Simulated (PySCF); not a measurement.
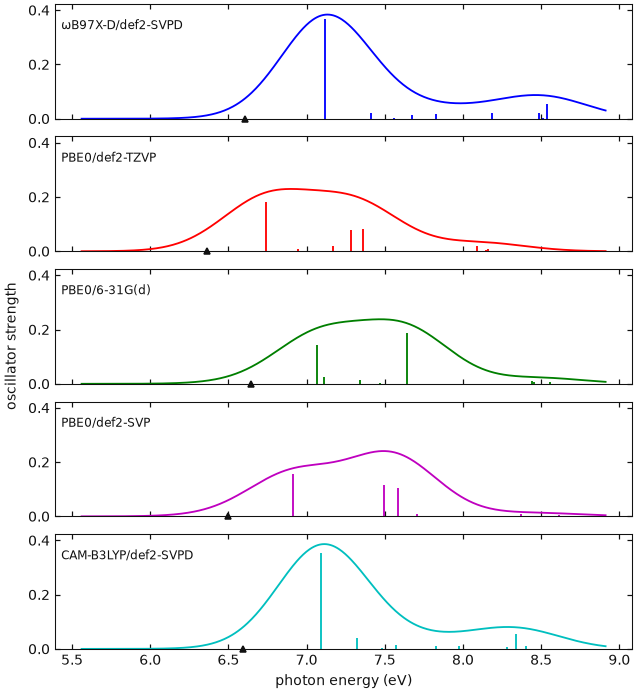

Vertical TDDFT spectra of C₃H₁₀OSi₂, SMILES C=C[Si@@H](C)O[SiH3] at one geometry and several levels (PySCF 2.14.0, at a PBE0-D3(BJ)/def2-SVP geometry (no frequency check)); sticks with Gaussians of 1/e half-width 0.40 eV, the triangle marks S1, which has the same leading orbital pair at all these levels. Only the lowest states were computed, so the high end is incomplete.

Question: Order the levels by their S1 energy.

Answer: From lowest to highest: PBE0/def2-TZVP 6.36 eV, PBE0/def2-SVP 6.50 eV, CAM-B3LYP/def2-SVPD 6.59 eV, ωB97X-D/def2-SVPD 6.61 eV, PBE0/6-31G(d) 6.64 eV; a spread of 0.28 eV.

Caveats, for all or some of the runs: 6-31G(d) has no diffuse functions, so states with Rydberg character are missing or too high; core orbitals are frozen in the response; def2-SVP has no diffuse functions, so states with Rydberg character are missing or too high; def2-TZVP has no diffuse functions, so states with Rydberg character are missing or too high; one conformer of a flexible molecule; states above the negative HOMO energy depend on the basis.
